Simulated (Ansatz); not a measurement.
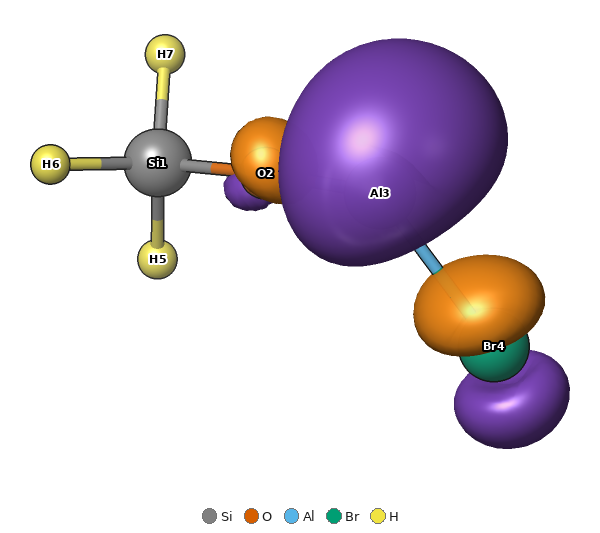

*AlBrH3OSi (doublet). The HOMO (α) at ±0.15 Å⁻³ᐟ² (orange and purple are the two phases), seen at an oblique angle.*

Geometry: PBE0-D4/def2-TZVP.

The calculation used UKS PBE0-D4/def2-TZVPP in Ansatz 0.2.0.

```yaml
atoms:
  - { symbol: Si, position_ang: [0.2197, 1.1137, 0.0672] }
  - { symbol: O, position_ang: [0.1648, -0.4872, 0.3715] }
  - { symbol: Al, position_ang: [0.0428, -2.1467, 0.5684] }
  - { symbol: Br, position_ang: [-1.0821, -3.3761, -0.9808] }
  - { symbol: H, position_ang: [-0.5079, 1.4229, -1.1910] }
  - { symbol: H, position_ang: [-0.4105, 1.8574, 1.1888] }
  - { symbol: H, position_ang: [1.6344, 1.5480, -0.0695] }
```

Describe this orbital and give its energy.

It lies mainly on Al3 (about 75 %) and Br4 (about 20 %). Its energy is −6.44 eV.
